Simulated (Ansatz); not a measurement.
ZrIr$_{2}$ (cubic Laves, MgCu2 type)

```cif
data_Ir16Zr8
_chemical_formula_sum 'Zr8 Ir16'
_space_group_name_H-M_alt 'Fd-3m :1'
_space_group_IT_number 227
_space_group_name_Hall 'F 4d 2 3 -1d'
_cell_length_a 7.34646
_cell_length_b 7.34646
_cell_length_c 7.34646
_cell_angle_alpha 90.000
_cell_angle_beta 90.000
_cell_angle_gamma 90.000
loop_
_atom_site_label
_atom_site_type_symbol
_atom_site_symmetry_multiplicity
_atom_site_Wyckoff_symbol
_atom_site_fract_x
_atom_site_fract_y
_atom_site_fract_z
_atom_site_occupancy
Zr1 Zr 8 a 0.00000 0.00000 0.00000 1
Ir1 Ir 16 d 0.62500 0.62500 0.62500 1
```
(The calculation used a cell of 6 atoms; values per cell refer to that cell.)

This relaxed cell (volume V₀) is scaled evenly in all directions, its shape held. Symmetry pins the atoms to their sites.

Method: PBEsol (plane waves to 420 eV, PAW, scalar-relativistic; Ansatz, a quantum-chemistry and plane-wave program). k mesh 11×11×11 (Γ-centred), Fermi-Dirac smearing 0.05 eV. Energies are smeared free energies. Spin-orbit coupling is left out, though Ir is heavy. ZrIr2 is run without spin polarisation. ZrIr2 was relaxed with its symmetry unable to fall. ΔE is measured from the relaxed starting cell.

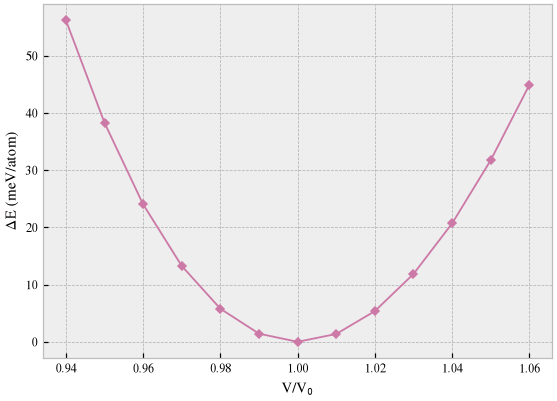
ΔE (meV/atom) against V/V₀; one marker a computed point.

What is ΔE at V/V₀ = 0.940?

About 56 meV/atom.

What bulk modulus B₀ follows from a third-order Birch-Murnaghan fit?

About 270 GPa.

(A scan under strain: stresses follow from slopes of the energy per volume, elastic moduli from its curvatures.)
